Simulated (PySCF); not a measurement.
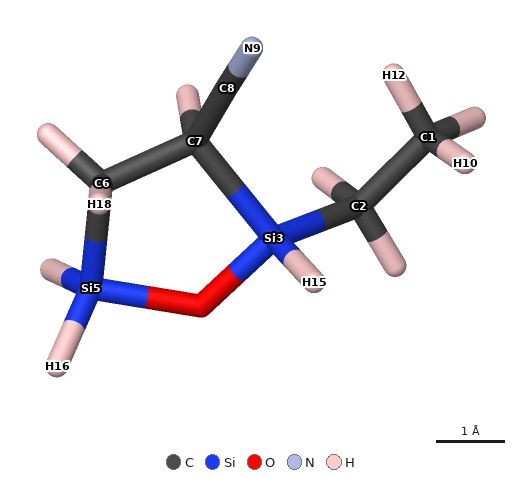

Starting structure of C₅H₁₁NOSi₂. A stick model, seen from a free direction.

The start comes from GFN2-xTB. Its atoms were then displaced at random by about 0.01 Å.

Level of theory: PBE0-D3(BJ)/def2-SVP geometry optimisation, gas phase (PySCF).

```xyz
20

C     2.8676    0.4296   -0.0177
C     1.9337   -0.7529   -0.2521
Si    0.2407   -0.5434    0.5865
O    -0.7009   -1.7882    0.2289
Si   -2.2741   -1.5255   -0.2866
C    -2.2835    0.3917   -0.1493
C    -0.8024    0.8544   -0.2020
C    -0.6285    2.1300    0.4236
N    -0.5105    3.1356    0.9806
H     3.0273    0.5951    1.0499
H     3.7972    0.3158   -0.5098
H     2.3971    1.3661   -0.3981
H     1.7851   -0.8981   -1.3324
H     2.4104   -1.6393    0.1464
H     0.3065   -0.4370    2.0519
H    -3.1517   -2.1535    0.6911
H    -2.3434   -2.0065   -1.6469
H    -2.7163    0.6871    0.8205
H    -2.8738    0.8821   -0.9098
H    -0.5314    0.9723   -1.2449
```

Q: Where does the relaxation end?

A: The atom that moves furthest after the best rigid fit is N9 (0.29 Å). Largest moves by element: N 0.29 Å, H 0.23 Å, C 0.13 Å, O 0.10 Å, Si 0.05 Å. Near-neighbour distances that change, for instance: Si3–O4 1.601 → 1.677 Å, Si5–H17 1.444 → 1.493 Å, C1–H11 1.058 → 1.101 Å, C2–Si3 1.901 → 1.864 Å. Bond angles that change, for instance: H16–Si5–H17 117.4° → 109.5°, Si3–C7–H20 109.8° → 105.0°, O4–Si5–H16 107.0° → 111.1°. Over 8 geometry steps the energy falls by 7.72 kcal/mol.

Final geometry:

```xyz
20

C     2.8284    0.5031    0.0175
C     1.9451   -0.7220   -0.2182
Si    0.2623   -0.5803    0.5718
O    -0.7321   -1.8816    0.2094
Si   -2.2898   -1.5199   -0.3066
C    -2.2894    0.3629   -0.0608
C    -0.8160    0.8167   -0.2081
C    -0.5373    2.1318    0.3298
N    -0.2901    3.1653    0.7937
H     2.9942    0.6844    1.0909
H     3.8172    0.3806   -0.4502
H     2.3815    1.4207   -0.3964
H     1.7943   -0.9033   -1.2968
H     2.4266   -1.6344    0.1745
H     0.3548   -0.3850    2.0485
H    -3.3067   -2.2185    0.5280
H    -2.4580   -1.9183   -1.7354
H    -2.6409    0.5753    0.9631
H    -2.9566    0.9093   -0.7458
H    -0.5386    0.8286   -1.2788
```

After the run, drawn alike:

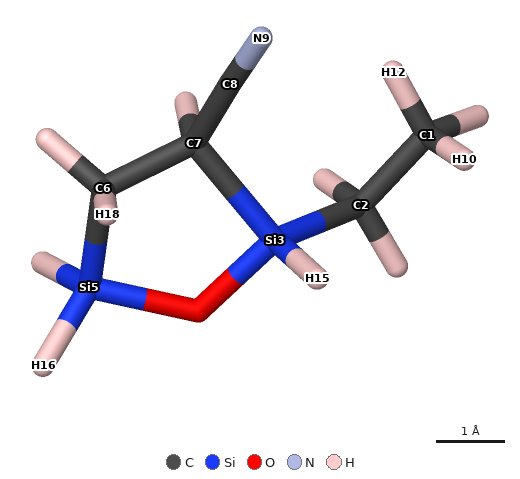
